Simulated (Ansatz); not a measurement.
## How methods differ on C2F4O (trifluoroacetyl fluoride)

The species is C2F4O (7 atoms), meant as a singlet with charge 0. SMILES: `O=C(F)C(F)(F)F`. The shape was relaxed beforehand at wB97X-V/def2-SVP.

```
atom    x (Å)    y (Å)    z (Å)
   O   1.0654  -1.3966   0.7008
   C   0.0885  -0.7961   0.4340
   F  -1.1394  -1.1976   0.7385
   C   0.0179   0.5518  -0.3064
   F  -0.7007   0.4153  -1.4196
   F  -0.5672   1.4609   0.4719
   F   1.2355   0.9623  -0.6192
```

Quantity: the dissociation energy of the C4–C2 bond into doublet CF3 and doublet COF (shapes relaxed at wB97X-V/def2-SVP, no zero-point term), in eV. The values are calculated.

```tsv
level	kind	program	value (eV)	less CCSD(T)/def2-SVP	CPU time (all runs)
HF/def2-SVP	Hartree–Fock	Ansatz	3.07	-0.87	2.1 s
SVWN5/def2-SVP	LDA	Ansatz	4.74	+0.80	2.2 s
PBE/def2-SVP	GGA	Ansatz	3.96	+0.02	4.1 s
r2SCAN/def2-SVP	meta-GGA	Ansatz	3.90	-0.04	8.2 s
PBE0-D4/def2-SVP	global hybrid	Ansatz	4.07	+0.13	5.7 s
CAM-B3LYP/def2-SVP	range-separated hybrid	Ansatz	4.03	+0.09	6.2 s
B2PLYP/def2-SVP	double hybrid	Ansatz	3.92	-0.02	8.3 s
RPA@PBE/def2-SVP	RPA	Ansatz	3.80	-0.14	6.5 s
CCSD(T)/def2-SVP	coupled cluster or CI	Ansatz	3.94	0.00	27 s
```

Differences are taken from CCSD(T)/def2-SVP for orientation; it has basis-set and higher-order errors of its own. The values span 3.07 to 4.74 eV. Hartree–Fock misses the correlation of the electron pair that is broken and comes out low. Measured bond enthalpies also hold zero-point and thermal terms, a few tenths of an eV less. Times are those of the runs behind each value, whatever else they computed, on shared processors of several kinds: orders of magnitude only.

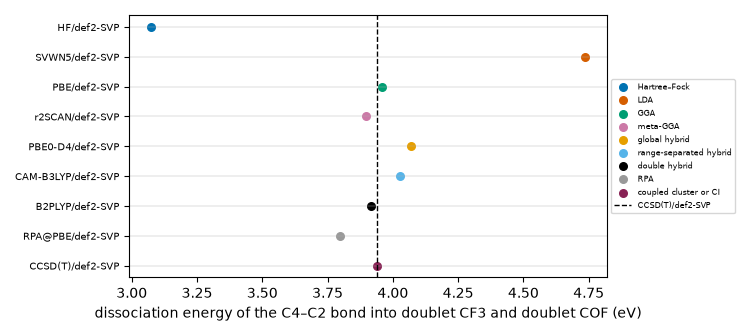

The values of the table, level by level.
